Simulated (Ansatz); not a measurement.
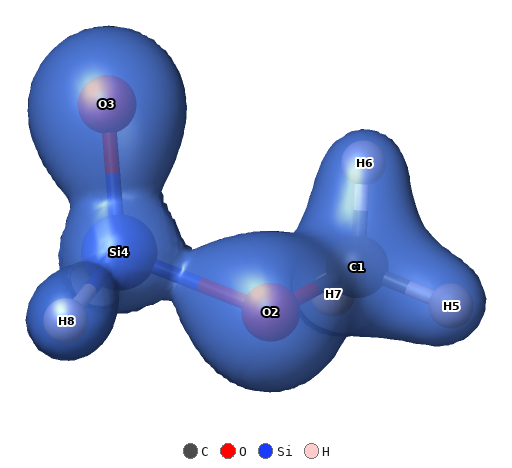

CH5O2Si (charge −1). Isosurface of the total electron density at 0.6 e/Å³ (blue), seen at an oblique angle.

Geometry: r2SCAN-D4/def2-SVPD.

Computed with isolated molecule in a Gaussian basis; Kohn-Sham density functional theory, functional PBE0 (Ansatz).

```xyz
9

C     1.6281    3.2701   -1.5628
O     1.6229    2.0307   -2.2075
O     1.9686    0.4783    0.1207
Si    1.2126    0.6352   -1.2606
H     2.0021    4.0445   -2.2587
H     2.2734    3.2665   -0.6626
H     0.6100    3.5769   -1.2355
H     1.4309   -0.4253   -2.3283
H    -0.3092    0.7774   -1.1519
```

Which contacts does the surface bridge?

Answer. At this value the surface is in one piece. It bridges the sampled C–O (1.40 Å), Si–O (1.58 Å), C–H (1.11 Å) and Si–O (1.74 Å) contacts, where the density stays above the isovalue. On the grid the lowest density along these lines, outside the cores, is 1.8 e/Å³ (C–O, 1.40 Å), 1.2 e/Å³ (Si–O, 1.58 Å), 1.8 e/Å³ (C–H, 1.11 Å) and 0.81 e/Å³ (Si–O, 1.74 Å).
